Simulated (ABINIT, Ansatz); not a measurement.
**SiC (P6_3mc): G0W0 on several meshes in ABINIT**

How does the mesh move the gap of SiC (P6_3mc)?

Method: PBE and many-body steps on it, plane waves, in ABINIT 10.8.3.

### 1. Starting point

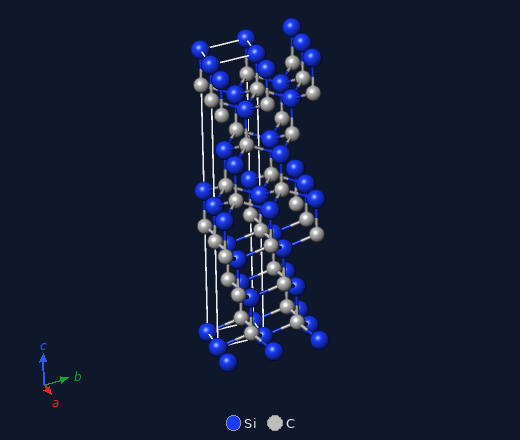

Start, viewed slightly off an axis; silicon blue, carbon light grey. 2×2×1 cells are drawn. Bonds to atoms that aren't drawn are left out. Some periodic images of atoms are drawn too.

The cell and positions are those that the Materials Project relaxed with its own functionals (PBE, PBE+U or r2SCAN), kept fixed.

### 2. Empty states on the mesh, 3×3×1 mesh, 537 bands

This step: ABINIT 10.8.3; DFT, PBE, plane waves, norm-conserving pseudopotentials.

The sums over transitions need many empty states on a uniform mesh; this step solves for them.

Input file run.abi:

```
acell 3*1.0 Angstrom
rprim 
  3.076621010229 -0.000000000007 0.000000000000
  -1.538310505109 2.664431952678 0.000000000000
  0.000000000000 0.000000000000 15.098084320000
ntypat 2
znucl 14 6
natom 12
typat 1 1 1 1 1 1 2 2 2 2 2 2
xred 
  0.333333333333 0.666666666667 0.832986150000
  0.666666666667 0.333333333333 0.332986150000
  0.666666666667 0.333333333333 0.666500600000
  0.333333333333 0.666666666667 0.166500600000
  0.000000000000 0.000000000000 0.499729420000
  0.000000000000 0.000000000000 0.999729420000
  0.000000000000 0.000000000000 0.874366410000
  0.000000000000 0.000000000000 0.374366410000
  0.333333333333 0.666666666667 0.707996780000
  0.666666666667 0.333333333333 0.207996780000
  0.666666666667 0.333333333333 0.541521640000
  0.333333333333 0.666666666667 0.041521640000
pp_dirpath "pseudos"
pseudos "Si.upf, C.upf"
ecut 37
ngkpt 3 3 1
nshiftk 1
shiftk 0 0 0
kptopt 1
chksymbreak 0
iscf -2
irdden 1
istwfk *1
nband 537
nbdbuf 48
tolwfr 1e-09
nstep 60
prtvol 0
indata_prefix "in"
outdata_prefix "out"
tmpdata_prefix "tmp"
```

Launch:

```bash
$ OMP_NUM_THREADS=2 mpirun -n 3 abinit run.abi > log
```

Numbers of over 12 decimals in the logs are rounded to 6 here.

The log of the run:

```text
.Version 10.8.3 of ABINIT. v10.8.2 released Aug 2026.

 Symmetries : space group P6_3 m c (#186); Bravais hP (primitive hexag.)
[... echo of the input left out ...]
== DATASET  1 ==================================================================
-   mpi_nproc: 3, omp_nthreads: 2 (-1 if OMP is not activated)

--- !DatasetInfo
iteration_state: {dtset: 1, }
dimensions: {natom: 12, nkpt: 3, mband: 537, nsppol: 1, nspinor: 1, nspden: 1, mpw: 9054, }
cutoff_energies: {ecut:  37.0, pawecutdg:  -1.0, }
[...]
5.22532    5.23319    5.23681    5.23684    5.24016    5.24024    5.24607    5.25524
   5.25568    5.25844    5.25896    5.26869    5.27033    5.27703    5.28173    5.28445
   5.29208
 prteigrs : prtvol=0 or 1, do not print more k-points.

== END DATASET(S) ==============================================================
================================================================================

 -outvars: echo values of variables after computation  --------
            nband         537
             nkpt           3
          spgroup         186
 [... the other variables as echoed above ...]

 Calculation completed.
```

Elapsed: 5 min, on 3 MPI ranks of Arm Neoverse V1, shared host; peak memory 0.55 GiB; 24 min of CPU time.

This step gave:

```yaml
gap: 2.828 eV
k_of_the_valence_top: 0, 0, 0
k_of_the_conduction_bottom: 0.3333, 0, 0
least_direct_gap: 3.654 eV
k_points_computed: 3
lowest_point_of_the_top_converged_band_above_the_valence_top: 125.0222 eV
```

On this mesh the gap is 2.828 eV.

The density comes from a self-consistent run that is not shown.

### 3. Screening, 3×3×1 mesh, 213 bands, screening to 141.5 eV

The RPA dielectric matrix is built and inverted for each q.

This step: RPA screening on PBE, plane waves, norm-conserving pseudopotentials.

run.abi: that of step 2 with these lines changed.

```diff
@@ -30,10 +30,11 @@
 chksymbreak 0
-iscf -2
-irdden 1
 istwfk *1
-nband 537
-nbdbuf 48
-tolwfr 1e-09
-nstep 60
-prtvol 0
+occopt 1
+irdwfk 1
+optdriver 3
+nband 213
+ecuteps 5.2
+inclvkb 2
+awtr 1
+symchi 1
 indata_prefix "in"
```

Launch:

```bash
$ OMP_NUM_THREADS=1 mpirun -n 8 abinit run.abi > log
```

The log of the run:

```text
.Version 10.8.3 of ABINIT. v10.8.2 released Aug 2026.

 Symmetries : space group P6_3 m c (#186); Bravais hP (primitive hexag.)
[... echo of the input left out ...]
== DATASET  1 ==================================================================
-   mpi_nproc: 8, omp_nthreads: 1 (-1 if OMP is not activated)

--- !DatasetInfo
iteration_state: {dtset: 1, }
dimensions: {natom: 12, nkpt: 3, mband: 213, nsppol: 1, nspinor: 1, nspden: 1, mpw: 9054, }
cutoff_energies: {ecut:  37.0, pawecutdg:  -1.0, }
electrons: {nelect:   4.80000000E+01, charge:   0.00000000E+00, occopt:   1.00000000E+00, tsmear:   1.00000000E-02, }

 SCREENING: Calculation of the susceptibility and dielectric matrices

 Based on a program developped by R.W. Godby, V. Olevano, G. Onida, and L. Reining.
 Incorporated in ABINIT by V. Olevano, G.-M. Rignanese, and M. Torrent.
.Using double precision arithmetic ; gwpc =  8

[... cell and pseudopotentials left out ...]
--------------------------------------------------------------------------------

 ==== K-mesh for the wavefunctions ====
 Number of points in the irreducible wedge :     3
[... list of points left out ...]
 Together with 12 symmetry operations and time-reversal symmetry
 yields     9 points in the full Brillouin Zone.

 ==== Q-mesh for the screening function ====
 Number of points in the irreducible wedge :     3
[... list of points left out ...]
 Together with 12 symmetry operations and time-reversal symmetry
 yields     9 points in the full Brillouin Zone.

 setmesh: FFT mesh size selected  =    20x   20x  108
          total number of points  =        43200

 vcoul_init : cutoff-mode = AUXILIARY_FUNCTION
 q-points for optical limit:   1
     1)      0.000010    0.000020    0.000030

- screening: taking advantage of time-reversal symmetry
- Maximum band index for partially occupied states nbvw = 24
- Remaining bands to be divided among processors   nbcw = 189
- Number of bands treated by each node ~23

 Number of electrons calculated from density =   48.0000; Expected =   48.0000
 average of density, n =  0.057470
 r_s =    1.6075
 omega_plasma =   23.1248 [eV]

 calculating chi0 at frequencies [eV] :
  1    0.000000E+00    0.000000E+00
  2    0.000000E+00    2.312478E+01

--------------------------------------------------------------------------------
  q-point number  1        q = ( 0.000000, 0.000000, 0.000000) [r.l.u.]
--------------------------------------------------------------------------------
[... chi0 elements left out ...]
 For q-point:  0.000010 0.000020 0.000030
  dielectric constant =   9.7772
  dielectric constant without local fields =  10.6824

  Average fulfillment of the sum rule on Im[epsilon] for q-point    1 :     85.79  [%]
[... wings left out ...]
  q-point number  2        q = ( 0.333333, 0.000000, 0.000000) [r.l.u.]
--------------------------------------------------------------------------------
[... chi0 elements left out ...]
  Average fulfillment of the sum rule on Im[epsilon] for q-point    2 :     80.91  [%]

 [... 1 further q-points ...]
```

Wall time 34 s (8 MPI ranks); peak memory 2.4 GiB.

Numbers from this step:

| Item | Value |
| --- | --- |
| ε∞ with local fields, on this mesh, along the program's q direction | 9.777 |
| the same without local fields | 10.68 |
| plasma frequency | 23.12 eV |
| plane waves in the screening matrix | 431 |

Local fields lower ε∞ by 8 %. On a Γ-centred mesh this coarse the value itself is usually too large, while a short band sum pulls it down.

### 4. 3×3×1

The self-energy is evaluated for the states that the input lists, and the levels follow from it, in one-shot runs by the linearised quasiparticle equation.

This step: G0W0 on PBE, plane waves, norm-conserving pseudopotentials.

run.abi: that of step 3 with these lines changed.

```diff
@@ -33,8 +33,17 @@
 irdwfk 1
-optdriver 3
+optdriver 4
 nband 213
+gwcalctyp 0
+ecutsigx 37
+symsigma 1
+nkptgw 2
+kptgw 
+  0.0000000000 0.0000000000 0.0000000000
+  0.3333333333 0.0000000000 0.0000000000
+bdgw 
+  23 26
+  23 26
 ecuteps 5.2
-inclvkb 2
-awtr 1
-symchi 1
+irdscr 1
+ppmodel 1
 indata_prefix "in"
```

The log of the run:

```text
.Version 10.8.3 of ABINIT. v10.8.2 released Aug 2026.

 Symmetries : space group P6_3 m c (#186); Bravais hP (primitive hexag.)
[... echo of the input left out ...]
== DATASET  1 ==================================================================
-   mpi_nproc: 8, omp_nthreads: 1 (-1 if OMP is not activated)

--- !DatasetInfo
iteration_state: {dtset: 1, }
dimensions: {natom: 12, nkpt: 3, mband: 213, nsppol: 1, nspinor: 1, nspden: 1, mpw: 9054, }
cutoff_energies: {ecut:  37.0, pawecutdg:  -1.0, }
electrons: {nelect:   4.80000000E+01, charge:   0.00000000E+00, occopt:   1.00000000E+00, tsmear:   1.00000000E-02, }

 SIGMA: Calculation of the GW corrections

 Based on a program developped by R.W. Godby, V. Olevano, G. Onida, and L. Reining.
 Incorporated in ABINIT by V. Olevano, G.-M. Rignanese, and M. Torrent.
.Using double precision arithmetic ; gwpc =  8

[... cell and pseudopotentials left out ...]
--------------------------------------------------------------------------------

 ==== K-mesh for the wavefunctions ====
 Number of points in the irreducible wedge :     3
[... list of points left out ...]
 Together with 12 symmetry operations and time-reversal symmetry
 yields     9 points in the full Brillouin Zone.

 ==== Q-mesh for screening function ====
 Number of points in the irreducible wedge :     3
[... list of points left out ...]
 Together with 12 symmetry operations and time-reversal symmetry
 yields     9 points in the full Brillouin Zone.

 vcoul_init : cutoff-mode = AUXILIARY_FUNCTION
 q-points for optical limit:   1
     1)      0.000010    0.000020    0.000030
 setmesh: FFT mesh size selected  =    27x   27x  160
          total number of points  =       116640

 Number of electrons calculated from density =   48.0000; Expected =   48.0000
 average of density, n =  0.057470
 r_s =    1.6075
 omega_plasma =   23.1248 [eV]

 === KS Band Gaps ===
  >>>> For spin  1
   Minimum direct gap =   3.6536 [eV], located at k-point      :   0.3333  0.0000  0.0000
   Fundamental gap    =   2.8282 [eV], Top of valence bands at :   0.0000  0.0000  0.0000
                                       Bottom of conduction at :   0.3333  0.0000  0.0000
 SIGMA fundamental parameters:
 PLASMON POLE MODEL  1
 number of plane-waves for SigmaX                 8941
 number of plane-waves for SigmaC and W            431
 number of plane-waves for wavefunctions          8941
 number of bands                                   213
 number of independent spin polarizations            1
 number of spinorial components                      1
 number of k-points in IBZ                           3
 number of q-points in IBZ                           3
 number of symmetry operations                      12
 number of k-points in BZ                            9
 number of q-points in BZ                            9
 number of frequencies for dSigma/dE                 9
 frequency step for dSigma/dE [eV]                0.25
 number of omega for Sigma on real axis              0
 max omega for Sigma on real axis  [eV]           0.00
 zcut for avoiding poles [eV]                     0.10

 EPSILON^-1 parameters (SCR file):
 dimension of the eps^-1 matrix on file            431
 dimension of the eps^-1 matrix used               431
 number of plane-waves for wavefunctions          8941
 number of bands                                   213
 number of q-points in IBZ                           3
 number of frequencies                               2
 number of real frequencies                          1
 number of imag frequencies                          1

 matrix elements of self-energy operator (all in [eV])

 Perturbative Calculation

--- !SelfEnergy_ee
iteration_state: {dtset: 1, }
kpoint     : [   0.000,    0.000,    0.000, ]
spin       : 1
KS_gap     :    5.203
QP_gap     :    6.064
Delta_QP_KS:    0.861
data: !SigmaeeData |
     Band     E0 <VxcDFT>   SigX SigC(E0)      Z dSigC/dE  Sig(E)    E-E0       E
       23   6.915 -15.016 -18.354   2.893   0.791  -0.265 -15.368  -0.351   6.563
       24   6.915 -15.016 -18.354   2.893   0.791  -0.265 -15.368  -0.351   6.563
       25  12.118 -12.104  -6.525  -4.943   0.801  -0.248 -11.594   0.510  12.628
       26  12.288 -12.048  -6.439  -4.983   0.801  -0.248 -11.547   0.501  12.789

--- !SelfEnergy_ee
iteration_state: {dtset: 1, }
kpoint     : [   0.333,    0.000,    0.000, ]
spin       : 1
KS_gap     :    3.654
QP_gap     :    4.409
Delta_QP_KS:    0.756
data: !SigmaeeData |
     Band     E0 <VxcDFT>   SigX SigC(E0)      Z dSigC/dE  Sig(E)    E-E0       E
       23   5.831 -14.388 -17.676   2.733   0.792  -0.263 -14.827  -0.439   5.391
       24   6.089 -14.661 -18.246   2.995   0.789  -0.267 -15.127  -0.466   5.624
       25   9.743 -10.729  -5.997  -4.376   0.814  -0.228 -10.439   0.290  10.033
       26   9.831 -10.679  -5.901  -4.405   0.814  -0.228 -10.376   0.304  10.134

== END DATASET(S) ==============================================================
================================================================================

 -outvars: echo values of variables after computation  --------
           etotal      0.0000000000E+00
            nband         213
             nkpt           3
          spgroup         186
 [... the other variables as echoed above ...]

 Calculation completed.
```

Wall time 14 s (8 MPI ranks); peak memory 1.6 GiB.

Numbers from this step:

```yaml
g0w0_gap_on_the_points_computed: 3.470 eV
starting_gap_on_the_mesh: 2.828 eV
k_of_the_valence_top: 0, 0, 0
k_of_the_conduction_bottom: 0.3333, 0, 0
z_at_the_valence_top: 0.791
z_at_the_conduction_bottom: 0.814
least_direct_g0w0_gap_on_the_computed_points: 4.409 eV
```

The gap on the mesh goes from 2.83 eV to 3.47 eV, a correction of +0.64 eV.

### 5. Empty states on the mesh, 6×6×1 mesh, 233 bands

This step: DFT, PBE, plane waves, norm-conserving pseudopotentials.

run.abi: that of step 4 with these lines changed.

```diff
@@ -25,3 +25,3 @@
 ecut 37
-ngkpt 3 3 1
+ngkpt 6 6 1
 nshiftk 1
@@ -30,20 +30,10 @@
 chksymbreak 0
+iscf -2
+irdden 1
 istwfk *1
-occopt 1
-irdwfk 1
-optdriver 4
-nband 213
-gwcalctyp 0
-ecutsigx 37
-symsigma 1
-nkptgw 2
-kptgw 
-  0.0000000000 0.0000000000 0.0000000000
-  0.3333333333 0.0000000000 0.0000000000
-bdgw 
-  23 26
-  23 26
-ecuteps 5.2
-irdscr 1
-ppmodel 1
+nband 233
+nbdbuf 20
+tolwfr 1e-09
+nstep 60
+prtvol 0
 indata_prefix "in"
```

Launch:

```bash
$ OMP_NUM_THREADS=1 mpirun -n 7 abinit run.abi > log
```

The log of the run:

```text
.Version 10.8.3 of ABINIT. v10.8.2 released Aug 2026.

 Symmetries : space group P6_3 m c (#186); Bravais hP (primitive hexag.)
[... echo of the input left out ...]
== DATASET  1 ==================================================================
-   mpi_nproc: 7, omp_nthreads: 1 (-1 if OMP is not activated)

--- !DatasetInfo
iteration_state: {dtset: 1, }
dimensions: {natom: 12, nkpt: 7, mband: 233, nsppol: 1, nspinor: 1, nspden: 1, mpw: 9054, }
cutoff_energies: {ecut:  37.0, pawecutdg:  -1.0, }
[...]
2.67322    2.67467    2.67467    2.69390    2.69390    2.71226    2.72728    2.72729
   2.75121    2.75124    2.76129    2.76132    2.76327    2.78442    2.78586    2.79328
   2.80313
 prteigrs : prtvol=0 or 1, do not print more k-points.

== END DATASET(S) ==============================================================
================================================================================

 -outvars: echo values of variables after computation  --------
            nband         233
             nkpt           7
          spgroup         186
 [... the other variables as echoed above ...]

 Calculation completed.
```

Run time: 1.9 min. Hardware: 7 MPI ranks; peak memory 0.86 GiB.

Numbers from this step:

```yaml
gap: 2.027 eV
k_of_the_valence_top: 0, 0, 0
k_of_the_conduction_bottom: 0.5, 0, 0
least_direct_gap: 3.130 eV
k_points_computed: 7
lowest_point_of_the_top_converged_band_above_the_valence_top: 64.0605 eV
```

On this mesh the gap is 2.027 eV.

### 6. Screening, 6×6×1 mesh, 213 bands, screening to 141.5 eV

This step: RPA screening on PBE, plane waves, norm-conserving pseudopotentials.

run.abi: that of step 5 with these lines changed.

```diff
@@ -30,10 +30,11 @@
 chksymbreak 0
-iscf -2
-irdden 1
 istwfk *1
-nband 233
-nbdbuf 20
-tolwfr 1e-09
-nstep 60
-prtvol 0
+occopt 1
+irdwfk 1
+optdriver 3
+nband 213
+ecuteps 5.2
+inclvkb 2
+awtr 1
+symchi 1
 indata_prefix "in"
```

Launch:

```bash
$ OMP_NUM_THREADS=1 mpirun -n 8 abinit run.abi > log
```

The log of the run:

```text
.Version 10.8.3 of ABINIT. v10.8.2 released Aug 2026.

 Symmetries : space group P6_3 m c (#186); Bravais hP (primitive hexag.)
[... echo of the input left out ...]
== DATASET  1 ==================================================================
-   mpi_nproc: 8, omp_nthreads: 1 (-1 if OMP is not activated)

--- !DatasetInfo
iteration_state: {dtset: 1, }
dimensions: {natom: 12, nkpt: 7, mband: 213, nsppol: 1, nspinor: 1, nspden: 1, mpw: 9054, }
cutoff_energies: {ecut:  37.0, pawecutdg:  -1.0, }
electrons: {nelect:   4.80000000E+01, charge:   0.00000000E+00, occopt:   1.00000000E+00, tsmear:   1.00000000E-02, }

 SCREENING: Calculation of the susceptibility and dielectric matrices

 Based on a program developped by R.W. Godby, V. Olevano, G. Onida, and L. Reining.
 Incorporated in ABINIT by V. Olevano, G.-M. Rignanese, and M. Torrent.
.Using double precision arithmetic ; gwpc =  8

[... cell and pseudopotentials left out ...]
--------------------------------------------------------------------------------

 ==== K-mesh for the wavefunctions ====
 Number of points in the irreducible wedge :     7
[... list of points left out ...]
 Together with 12 symmetry operations and time-reversal symmetry
 yields    36 points in the full Brillouin Zone.

 ==== Q-mesh for the screening function ====
 Number of points in the irreducible wedge :     7
[... list of points left out ...]
 Together with 12 symmetry operations and time-reversal symmetry
 yields    36 points in the full Brillouin Zone.

 setmesh: FFT mesh size selected  =    20x   20x  108
          total number of points  =        43200

 vcoul_init : cutoff-mode = AUXILIARY_FUNCTION
 q-points for optical limit:   1
     1)      0.000010    0.000020    0.000030

- screening: taking advantage of time-reversal symmetry
- Maximum band index for partially occupied states nbvw = 24
- Remaining bands to be divided among processors   nbcw = 189
- Number of bands treated by each node ~23

 Number of electrons calculated from density =   48.0000; Expected =   48.0000
 average of density, n =  0.057470
 r_s =    1.6075
 omega_plasma =   23.1248 [eV]

 calculating chi0 at frequencies [eV] :
  1    0.000000E+00    0.000000E+00
  2    0.000000E+00    2.312478E+01

--------------------------------------------------------------------------------
  q-point number  1        q = ( 0.000000, 0.000000, 0.000000) [r.l.u.]
--------------------------------------------------------------------------------
[... chi0 elements left out ...]
 For q-point:  0.000010 0.000020 0.000030
  dielectric constant =   6.9647
  dielectric constant without local fields =   7.6121

  Average fulfillment of the sum rule on Im[epsilon] for q-point    1 :     85.84  [%]
[... wings left out ...]
  q-point number  2        q = ( 0.166667, 0.000000, 0.000000) [r.l.u.]
--------------------------------------------------------------------------------
[... chi0 elements left out ...]
  Average fulfillment of the sum rule on Im[epsilon] for q-point    2 :     85.96  [%]

 [... 5 further q-points ...]
```

The job ended after 2.3 min (8 MPI ranks; peak memory 3.7 GiB; 19 min of CPU time).

This step gave:

* ε∞ with local fields, on this mesh, along the program's q direction: 6.965
* the same without local fields: 7.612
* plasma frequency: 23.12 eV
* plane waves in the screening matrix: 431

(Continued in part 2 of 2.)

[Paths, hosts, dates, memory and timing lines, banners, echoed tables and standing remarks are left out of the program output.]

[Logs are printed without paths, hosts, clocks, repeated set-up lines and the standing remarks that a program may print on its own settings, such as how far it seeks lower states.]

[Runs of the session that timed out or met a known fault of the program may be left out.]

[Hosts, paths, dates, database ids (printed as entryN), source tags and the programs' standing remarks are cut or masked in the printed files.]

[G0W0 gaps are taken among the corrected bands and points alone; a level outside them can change the order at an edge.]

[Where Ansatz stands beside ABINIT at settings called matched, ABINIT's density can come from a denser mesh and the files from another edition; pairs whose starting gaps differed by over 0.03 eV were left out, so agreement reads better than it is.]
